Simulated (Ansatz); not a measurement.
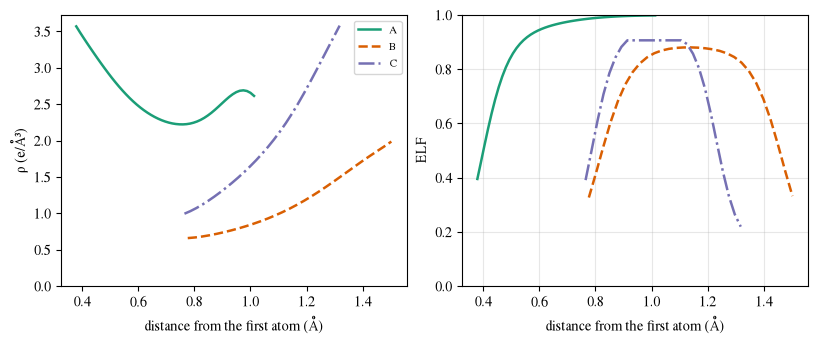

Figure 1: Cl$_{2}$H$_{4}$N$_{2}$Si. Total electron density and ELF along straight lines between neighbouring atoms. The curves leave out the atomic cores.

Geometry: PBE0-D4/def2-SVP.

Computed with Ansatz 0.2.0, isolated molecule in a Gaussian basis; Kohn-Sham density functional theory, functional PBE0.

```xyz
9

Cl   -1.8550   -1.2230   -0.8243
Cl    1.3208   -1.0392   -1.6898
N     0.0004    1.3843   -0.5250
N     0.1910   -0.6964    1.2994
Si   -0.0637   -0.3043   -0.3354
H    -0.5927    1.9786    0.0430
H     0.2011    1.7895   -1.4313
H    -0.1284   -1.5842    1.6678
H     1.0150   -0.3515    1.7785
```

Which curve belongs to which contact (N–H, Si–Cl and Si–N)? The first atom named is at distance zero.

Curve A: N–H (1.01 Å): ρ is about 2.9 e/Å³ halfway; the ELF climbs to about 1 towards the hydrogen, as it does in any bond to H; a covalent bond by its length. Curve B: Si–Cl (2.07 Å): ρ at the midpoint is about 0.89 e/Å³; the ELF peaks at about 0.90 between the atoms, as expected for a shared but strongly polarised pair. Curve C: Si–N (1.70 Å): ρ at the midpoint is about 1.2 e/Å³; the ELF peaks at about 0.90 between the atoms: a shared but strongly polarised pair.
